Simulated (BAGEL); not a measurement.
# GeH3S (SMILES [SH][GeH2]): UHF/3-21G (density fitting with qzvpp-jkfit)

What is the energy change on altering one bond length of GeH3S at UHF/3-21G (density fitting with qzvpp-jkfit)? 

The calculation is run with BAGEL 1.2.2.

2 further runs of the same task are left out: 2 set aside as unsound or not needed. Runs told in other sessions of the task aren't counted.

## (1) Starting point

The species is GeH3S (5 atoms), meant as a doublet with charge 0. SMILES: `[SH][GeH2]`. The shape is that of a PBE0-D4/def2-TZVP optimisation. This is one conformer, not always the lowest.

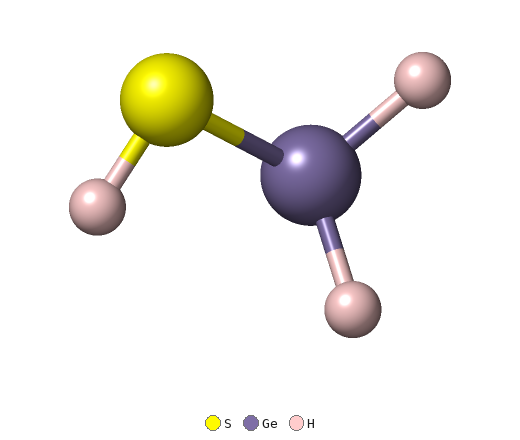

The structure, seen from a chosen angle (sulfur yellow, germanium purple, hydrogen pink).

## (2) The energy at UHF/3-21G (density fitting with qzvpp-jkfit)

File job.json:

```json
{ "bagel": [

{
  "title": "molecule",
  "basis": "3-21g",
  "df_basis": "qzvpp-jkfit",
  "angstrom": true,
  "geometry": [
    { "atom": "S", "xyz": [    1.138600,   -0.803200,    0.659500 ] },
    { "atom": "Ge", "xyz": [   -0.389500,    0.679300,    0.030100 ] },
    { "atom": "H", "xyz": [    0.246200,   -1.778900,    0.894600 ] },
    { "atom": "H", "xyz": [   -1.364100,    0.019600,   -0.978800 ] },
    { "atom": "H", "xyz": [    0.418600,    1.809400,   -0.646900 ] }
  ]
},
{
  "title": "uhf",
  "nopen": 1
},
{
  "title": "print",
  "file": "orbitals.molden",
  "orbitals": true
}

]}
```

The run is started by

```
$ BAGEL_NUM_THREADS=1 BAGEL job.json > job.out
```

The log of the run:

```text
* using 1 threads per process

  ===============================================================
  ===============================================================

  *** Geometry ***

  { "atom" : "S", "xyz" : [      2.151642,     -1.517828,      1.246274 ] },
  { "atom" : "Ge", "xyz" : [     -0.736048,      1.283691,      0.056881 ] },
  { "atom" : "H", "xyz" : [      0.465251,     -3.361634,      1.690549 ] },
  { "atom" : "H", "xyz" : [     -2.577775,      0.037039,     -1.849664 ] },
  { "atom" : "H", "xyz" : [      0.791039,      3.419270,     -1.222464 ] },

  Number of auxiliary basis functions:      448

  Since a DF basis is specified, we compute 2- and 3-index integrals:
    o Being stored without compression. Storage requirement is 0.006 GB

  Number of basis functions:       41
  Number of electrons      :       51

    * METHOD: MOLECULE                             0.15

  *** Open-shell HF ***

  === Nuclear Repulsion ===
   162.5950286824

      * DIIS with orbital gradients will be used.

  === UHF iteration (3-21g) ===
      0      -2462.57181771          0.01867158           0.07
      1      -2462.60523713          0.00552486           0.07
      2      -2462.60867402          0.00220692           0.07
      3      -2462.60928074          0.00078414           0.07
      4      -2462.60948961          0.00021837           0.07
      5      -2462.60952889          0.00005662           0.06
      6      -2462.60953673          0.00001992           0.06
      7      -2462.60953868          0.00000902           0.06
      8      -2462.60953918          0.00000452           0.07
      9      -2462.60953929          0.00000081           0.06
     10      -2462.60953929          0.00000024           0.06
     11      -2462.60953929          0.00000010           0.07
     12      -2462.60953929          0.00000005           0.07
     13      -2462.60953929          0.00000002           0.07
     14      -2462.60953929          0.00000001           0.07
    * SCF iteration converged.

    * S^2 (UHF) is 0.7531

    * Permanent dipole moment:
           (    0.962674,    -0.250463,     0.071445) a.u.

    * METHOD: UHF                                  1.12

    * METHOD: PRINT                                0.01

  ===============================================================
```

Wall time 1.4 s (1 thread of Arm Neoverse V1, shared host).

## (3) The distorted shape

File input.json:

```json
{ "bagel": [

{
  "title": "molecule",
  "basis": "3-21g",
  "df_basis": "qzvpp-jkfit",
  "angstrom": true,
  "geometry": [
    { "atom": "S", "xyz": [    1.625895,   -0.473353,    1.163945 ] },
    { "atom": "Ge", "xyz": [    0.097795,    1.009147,    0.534545 ] },
    { "atom": "H", "xyz": [    0.733495,   -1.449053,    1.399045 ] },
    { "atom": "H", "xyz": [   -1.364100,    0.019600,   -0.978800 ] },
    { "atom": "H", "xyz": [    0.905895,    2.139247,   -0.142455 ] }
  ]
},
{
  "title": "uhf",
  "nopen": 1
},
{
  "title": "print",
  "file": "orbitals.molden",
  "orbitals": true
}

]}
```

The run is started by

```
$ BAGEL_NUM_THREADS=1 BAGEL input.json > input.out
```

The log of the run:

```text
* using 1 threads per process

  ===============================================================
  ===============================================================

  *** Geometry ***

  { "atom" : "S", "xyz" : [      3.072496,     -0.894508,      2.199537 ] },
  { "atom" : "Ge", "xyz" : [      0.184806,      1.907011,      1.010144 ] },
  { "atom" : "H", "xyz" : [      1.386105,     -2.738313,      2.643812 ] },
  { "atom" : "H", "xyz" : [     -2.577775,      0.037039,     -1.849664 ] },
  { "atom" : "H", "xyz" : [      1.711893,      4.042591,     -0.269201 ] },

  Number of auxiliary basis functions:      448

  Since a DF basis is specified, we compute 2- and 3-index integrals:
    o Being stored without compression. Storage requirement is 0.006 GB

  Number of basis functions:       41
  Number of electrons      :       51

    * METHOD: MOLECULE                             0.15

  *** Open-shell HF ***

  === Nuclear Repulsion ===
   158.4409505006

      * DIIS with orbital gradients will be used.

  === UHF iteration (3-21g) ===
      0      -2462.49353666          0.01912350           0.07
      1      -2462.53382037          0.00597058           0.07
      2      -2462.54023799          0.00246319           0.07
      3      -2462.54256762          0.00116592           0.07
      4      -2462.54509794          0.00103178           0.07
      5      -2462.54641001          0.00100718           0.07
      6      -2462.55027294          0.00049997           0.06
      7      -2462.55044970          0.00021729           0.07
      8      -2462.55059472          0.00014527           0.07
      9      -2462.55060071          0.00006269           0.07
     10      -2462.55061787          0.00001395           0.06
     11      -2462.55061804          0.00000292           0.06
     12      -2462.55061805          0.00000135           0.07
     13      -2462.55061806          0.00000060           0.07
     14      -2462.55061806          0.00000024           0.07
     15      -2462.55061806          0.00000004           0.07
     16      -2462.55061806          0.00000002           0.07
     17      -2462.55061806          0.00000001           0.07
    * SCF iteration converged.

    * S^2 (UHF) is 0.9633

    * Permanent dipole moment:
           (    0.641124,    -0.320322,     0.013439) a.u.

    * METHOD: UHF                                  1.31

    * METHOD: PRINT                                0.01

  ===============================================================
```

Wall time 1.6 s (1 thread of Arm Neoverse V1, shared host).

## (4) Outcome

Level: UHF/3-21G (density fitting with qzvpp-jkfit).

| quantity | value |
| --- | --- |
| first shape: total energy | -2462.60954 Eh |
| first shape: dipole moment | 2.53 D |
| first shape: ⟨S²⟩ | 0.753 |
| distorted shape: total energy | -2462.55062 Eh |
| distorted shape: dipole moment | 1.82 D |
| distorted shape: ⟨S²⟩ | 0.963 |
| energy change with the Ge2–H4 bond stretched from 1.550 to 2.325 Å | 1.603 eV |

**Reading.** With the Ge2–H4 bond stretched from 1.550 to 2.325 Å the energy rises by 1.60 eV (155 kJ/mol). The first shape isn't relaxed at this level, so the change isn't measured from a minimum. ⟨S²⟩ (distorted shape) is 0.96 where a pure doublet has 0.75: the reference is spin-contaminated.
